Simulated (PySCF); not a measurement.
# AlO (oxoaluminum) at UB3LYP/def2-TZVPPD

What is the vertical ionisation energy of AlO (oxoaluminum) at UB3LYP/def2-TZVPPD? Input form: a Python script.

Program for the calculation: PySCF 2.14.0.

2 further runs of the same task are left out: 2 set aside as unsound or not needed.

## (1) The system as given

AlO has 2 atoms, charge 0, and is taken as a doublet. As SMILES, `[O]=[Al]`. Geometry: a GFN2-xTB relaxation, a rough one for these elements and not checked as a minimum.

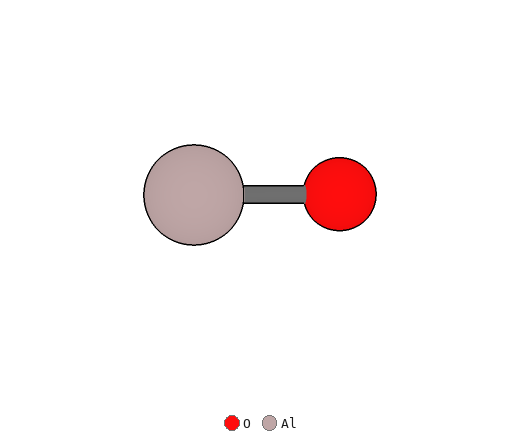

The structure, seen from a chosen angle (oxygen red, aluminium light grey).

## (2) The energy at UB3LYP/def2-TZVPPD

Contents of calc.py:

```python
from pyscf import gto, dft

system = gto.M(
    atom='''
O    0.000000   0.000000   0.000000
Al   0.000000   0.000000   1.570050
''',
    charge=0,
    spin=1,
    basis='def2-tzvppd',
    verbose=3,
    max_memory=1860,
)

mf = dft.UKS(system, xc='b3lyp')
mf.grids.level = 5
mf.conv_tol = 1e-10
mf.kernel()
if not mf.converged:
    mf = mf.newton().run(mf.mo_coeff, mf.mo_occ)

etot = mf.e_tot
print('Final energy', etot)
```

Run with:

```sh
$ OMP_NUM_THREADS=1 python calc.py
```

The log of the run:

```text
WARN: HOMO -0.234122975298071 >= LUMO -0.234122975298078

converged SCF energy = -317.674056975655  <S^2> = 0.75733005  2S+1 = 2.0073167
Final energy -317.67405697565454
```

Wall time 13 s (1 thread of Arm Neoverse V1, shared host); peak memory 0.41 GiB.

## (3) The singlet cation

Contents of run.py:

```python
from pyscf import gto, dft

molecule = gto.Mole()
molecule.atom = [
    ('O', (0.000000, 0.000000, 0.000000)),
    ('Al', (0.000000, 0.000000, 1.570050)),
]
molecule.charge = 1
molecule.max_memory = 1860
molecule.verbose = 4
molecule.basis = 'def2-tzvppd'
molecule.spin = 0
molecule.build()

mf = dft.RKS(molecule)
mf.xc = 'b3lyp'
mf.grids.level = 5
mf.conv_tol = 1e-10
mf.kernel()
if not mf.converged:
    mf = mf.newton().run(mf.mo_coeff, mf.mo_occ)

e_tot = mf.e_tot
print('E(%s) = %.9f' % ('B3LYP', e_tot))
```

Run with:

```sh
$ OMP_NUM_THREADS=1 python run.py
```

The log of the run:

```text
PySCF version 2.14.0

[INPUT] num. atoms = 2
[INPUT] num. electrons = 20
[INPUT] charge = 1
[INPUT] spin (= nelec alpha-beta = 2S) = 0
[INPUT] symmetry False subgroup None
[INPUT] Mole.unit = angstrom
[INPUT] Symbol           X                Y                Z      unit          X                Y                Z       unit  Magmom
[INPUT]  1 O      0.000000000000   0.000000000000   0.000000000000 AA    0.000000000000   0.000000000000   0.000000000000 Bohr   0.0
[INPUT]  2 Al     0.000000000000   0.000000000000   1.570050000000 AA    0.000000000000   0.000000000000   2.966964501873 Bohr   0.0

nuclear repulsion = 35.0526607023216
number of shells = 30
number of NR pGTOs = 124
number of NR cGTOs = 88
basis = def2-tzvppd
ecp = {}

******** <class 'pyscf.dft.rks.RKS'> ********
method = RKS
initial guess = minao
damping factor = 0
level_shift factor = 0
DIIS = <class 'pyscf.scf.diis.CDIIS'>
diis_start_cycle = 1
diis_space = 8
diis_damp = 0
SCF conv_tol = 1e-10
SCF conv_tol_grad = None
SCF max_cycles = 50
direct_scf = True
direct_scf_tol = 1e-13
XC library pyscf.dft.libxc version 7.0.0
    S. Lehtola, C. Steigemann, M. J.T. Oliveira, and M. A.L. Marques.,  SoftwareX 7, 1–5 (2018)
XC functionals = b3lyp
    P. J. Stephens, F. J. Devlin, C. F. Chabalowski, and M. J. Frisch.,  J. Phys. Chem. 98, 11623 (1994)
radial grids:
    Treutler-Ahlrichs [JCP 102, 346 (1995); DOI:10.1063/1.469408] (M4) radial grids

becke partition: Becke, JCP 88, 2547 (1988); DOI:10.1063/1.454033
pruning grids: <function nwchem_prune>
grids dens level: 5
symmetrized grids: False
atomic radii adjust function: <function treutler_atomic_radii_adjust>
small_rho_cutoff = 0
Set gradient conv threshold to 1e-05
Initial guess from minao.
tot grids = 86032
init E= -317.683690187827
  HOMO = -0.454257333981862  LUMO = -0.234122975298078  gap/eV = 5.99016
cycle= 1 E= -316.89825983639  delta_E= 0.785  |g|= 1.24  |ddm|= 1.89
  HOMO = -0.402176047800882  LUMO = -0.271010834939986  gap/eV = 3.56919
cycle= 2 E= -309.825673809087  delta_E= 7.07  |g|= 3.57  |ddm|= 3.65
  HOMO = -0.603442745524682  LUMO = -0.463568710258016  gap/eV = 3.80617
cycle= 3 E= -317.204183196256  delta_E= -7.38  |g|= 0.494  |ddm|= 3.36
  HOMO = -0.541839468973604  LUMO = -0.47981459275784  gap/eV = 1.68778
cycle= 4 E= -317.290110832708  delta_E= -0.0859  |g|= 0.155  |ddm|= 0.87
  HOMO = -0.557408786705842  LUMO = -0.481307858871482  gap/eV = 2.07081
cycle= 5 E= -317.291235148194  delta_E= -0.00112  |g|= 0.128  |ddm|= 0.0647
  HOMO = -0.559800520825722  LUMO = -0.480693751304294  gap/eV = 2.15260
cycle= 6 E= -317.292486413427  delta_E= -0.00125  |g|= 0.106  |ddm|= 0.0212
  HOMO = -0.563296411009414  LUMO = -0.481192276790026  gap/eV = 2.23417
cycle= 7 E= -317.294122272332  delta_E= -0.00164  |g|= 0.065  |ddm|= 0.0307
  HOMO = -0.569163143611294  LUMO = -0.480977138795843  gap/eV = 2.39966
cycle= 8 E= -317.295110519647  delta_E= -0.000988  |g|= 0.00687  |ddm|= 0.0617
  HOMO = -0.568619335972982  LUMO = -0.481017585197804  gap/eV = 2.38377
cycle= 9 E= -317.295121352619  delta_E= -1.08e-05  |g|= 0.00113  |ddm|= 0.00643
  HOMO = -0.568700488022137  LUMO = -0.481015402916675  gap/eV = 2.38603
cycle= 10 E= -317.295121654395  delta_E= -3.02e-07  |g|= 0.000146  |ddm|= 0.00121
  HOMO = -0.568691508910257  LUMO = -0.481018903882429  gap/eV = 2.38569
cycle= 11 E= -317.29512165974  delta_E= -5.34e-09  |g|= 1.91e-05  |ddm|= 0.000143
  HOMO = -0.568692501252249  LUMO = -0.481019053569852  gap/eV = 2.38572
cycle= 12 E= -317.295121659828  delta_E= -8.81e-11  |g|= 5.72e-07  |ddm|= 2.44e-05
  HOMO = -0.568692721160354  LUMO = -0.48101907300552  gap/eV = 2.38572
Extra cycle  E= -317.295121659825  delta_E= 2.84e-12  |g|= 2.68e-06  |ddm|= 3.08e-06
converged SCF energy = -317.295121659825
E(B3LYP) = -317.295121660
```

It took 6.6 s on 1 thread of Arm Neoverse V1, shared host; peak memory 0.4 GiB.

## (4) Results

Level: UB3LYP/def2-TZVPPD.

| quantity | value |
| --- | --- |
| doublet AlO: total energy | -317.67406 Eh |
| doublet AlO: dipole moment | 4.26 D |
| doublet AlO: HOMO energy (highest over α and β) | -7.51 eV |
| doublet AlO: LUMO energy (lowest over α and β) | -4.70 eV |
| doublet AlO: ⟨S²⟩ | 0.757 |
| singlet cation: total energy | -317.29512 Eh |
| singlet cation: HOMO energy | -15.47 eV |
| singlet cation: LUMO energy | -13.09 eV |
| singlet cation: HOMO–LUMO gap | 2.39 eV |
| vertical ionisation energy (to the singlet cation) | 10.311 eV |

In words: Removing an electron at fixed nuclei costs 10.31 eV (238 kcal/mol). Only the singlet of the ionised species was computed; a triplet could lie lower.
